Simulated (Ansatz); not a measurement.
# Energy landscape of BAs

15 relaxations of BAs ended in 7 distinct structures. The numbers are results of r2SCAN (plane waves to 500 eV, PAW, scalar-relativistic; Ansatz, a program for electronic structure), not measurements.

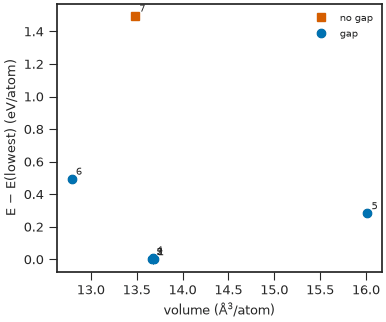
Energy against volume of the distinct structures, numbered as in the table

| # | space group | Pearson | type | E − E(lowest) (eV/atom) | V (Å³/atom) | gap (eV, no SOC) | coordination | runs ending here |
|---|---|---|---|---|---|---|---|---|
| 1 | F-43m | cF8 | zinc blende type | 0.000 | 13.68 | 1.38 | As 4 (tetrahedral), B 4 (tetrahedral) | 9 |
| 2 | P6₃mc | hP12 | AFLOW prototype AB_hP12_186_a2b_a2b (B6, as in SiC) | 0.002 | 13.67 | 1.46 | – | 1 |
| 3 | P6₃mc | hP8 | AFLOW prototype AB_hP8_186_ab_ab (B5, as in SiC) | 0.003 | 13.67 | 1.46 | – | 1 |
| 4 | P6₃mc | hP4 | wurtzite type | 0.012 | 13.67 | 1.33 | B 4 (tetrahedral), As 4 (tetrahedral) | 1 |
| 5 | Pnma | oP8 | – | 0.283 | 16.02 | 0.55 | – | 1 |
| 6 | P6₂22 | hP6 | – | 0.495 | 12.79 | 0.67 | – | 1 |
| 7 | I4/mcm | tI16 | – | 1.50 | 13.48 | 0.00 | – | 1 |

Coordination numbers (neighbours up to the widest gap in distance over summed covalent radii, below 1.35; n+m marks a second, longer set). F-43m, cF8, zinc blende type is the lowest among the structures calculated here, level within the accuracy with P6₃mc, hP12, AFLOW prototype AB_hP12_186_a2b_a2b (B6, as in SiC).

Space group F-43m (No. 216); a = b = c = 4.7838 Å, α = β = γ = 90.00°

```
atom  site  symmetry       x       y       z
----  ----  --------  ------  ------  ------
As      4d      -43m  0.7500  0.7500  0.7500
B       4b      -43m  0.5000  0.5000  0.5000
```
(The calculation used a cell of 2 atoms; values per cell refer to that cell.)

 1 generated cell of layers, chains or molecules, poorly bound without dispersion, is left out. Each run could gain symmetry but not lose that of its start, so entries can be saddle points. From databases, or of a type measured for this composition: F-43m, cF8, zinc blende type; the others are generated cells (placed on structure types, drawn at random, substituted or restacked) that were not matched to a known phase here. Energies are at zero temperature and pressure, without zero-point motion. No spin polarisation in the result. Gaps of cells over 8 atoms come from the SCF mesh and high-symmetry points alone.
